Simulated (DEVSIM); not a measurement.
System: illuminated Si p-on-n cell, one wavelength, at 300 K.

| layer (left to right) | material | thickness (μm) | Nd (cm⁻³) | Na (cm⁻³) | τn (s) | τp (s) | absorption coefficient (cm⁻¹) |
|---|---|---|---|---|---|---|---|
| 1 | Si | 0.280 | - | 2.4e18 | 2.1e-8 | 3.1e-7 | 2800 |
| 2 | Si | 140 | 4e16 | - | 3.8e-7 | 3.8e-7 | 2800 |

Left contact: ohmic, minority electron recombination velocity 2e6 cm/s. Right contact: ohmic, minority hole recombination velocity 2000 cm/s. Voltage is applied to the left contact. Recombination: SRH at mid-gap, radiative, Auger. Light enters at the left, 2.2e17 photons cm⁻² s⁻¹, one pass, no reflection. Mobility is μmin + (μ − μmin)/(1 + (N/Nref)^α).

Constants are typed, rounded textbook-type inputs, not results; the design itself was drawn at random and stands for no fabricated device. Values at 300 K.

| parameter | Si |
|---|---|
| gap (eV) | 1.124 |
| affinity (eV) | 4.05 |
| permittivity | 11.7 |
| Nc (cm⁻³) | 2.86e19 |
| Nv (cm⁻³) | 3.1e19 |
| μn (cm²/Vs) | 1417 |
| μp (cm²/Vs) | 470 |
| μn,min | 52 |
| μp,min | 45 |
| Nref,n | 9.7e16 |
| Nref,p | 2.2e17 |
| αn | 0.68 |
| αp | 0.72 |
| B (cm³/s) | 4.7e-15 |
| Cn (cm⁶/s) | 2.8e-31 |
| Cp (cm⁶/s) | 9.9e-32 |

DEVSIM, 1D drift-diffusion, Boltzmann statistics, complete ionisation; no tunnelling, impact ionisation, image-force lowering or self-heating.

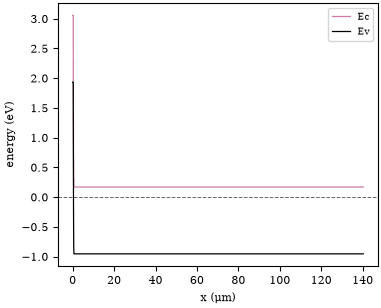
Fig. 1. Band edges at -2.0 V on the left contact, in the dark

Energies count from the Fermi level of the right contact; mesh points crowd at the junctions.

```tsv
x (μm)	Ec (eV)	Ev (eV)	n (cm⁻³)	p (cm⁻³)	field (V/cm)
0.000	3.058	1.934	< 1e2	2.4e18	≈ 0
0.03204	3.058	1.934	< 1e2	2.4e18	≈ 0
0.09498	3.058	1.934	< 1e2	2.4e18	≈ 0
0.1962	3.058	1.934	< 1e2	2.4e18	≈ 0
0.2666	3.057	1.933	< 1e2	2.3e18	-3000
0.2907	2.789	1.665	< 1e2	7.3e13	-180000
0.3411	1.965	0.841	420	3500	-150000
0.5338	0.262	-0.862	1.1e15	< 1e2	-29000
0.9377	0.170	-0.954	4.0e16	< 1e2	≈ 0
1.862	0.170	-0.954	4.0e16	190	≈ 0
4.198	0.170	-0.954	4.0e16	500	≈ 0
13.13	0.170	-0.954	4.0e16	1400	≈ 0
30.58	0.170	-0.954	4.0e16	2300	≈ 0
73.08	0.170	-0.954	4.0e16	2800	≈ 0
119.7	0.170	-0.954	4.0e16	2900	≈ 0
131.9	0.170	-0.954	4.0e16	2900	≈ 0
136.7	0.170	-0.954	4.0e16	2900	≈ 0
138.8	0.170	-0.954	4.0e16	2900	≈ 0
139.9	0.170	-0.954	4.0e16	2900	≈ 0
140.1	0.170	-0.954	4.0e16	2900	≈ 0
140.2	0.170	-0.954	4.0e16	2900	≈ 0
140.3	0.170	-0.954	4.0e16	2900	≈ 0
```
